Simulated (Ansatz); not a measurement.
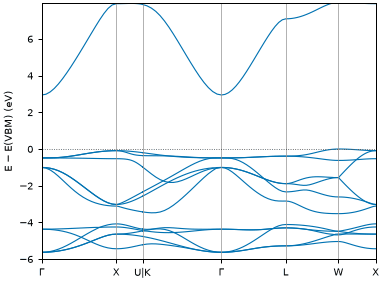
Figure: Band structure from PBEsol (plane waves, PAW; program Ansatz)

Problem. Read off the gap and where the band edges lie.

Solution. About 2.9 eV (2.94 eV by a search for the band edges); maximum at W, minimum at Γ.

The material is CdF2 (fluorite, Fm-3m).

Symmetry was held in the PBEsol relaxation. Spin–orbit coupling is left out wherever it is not named.

Potentials: the later of the program's two PAW sets.
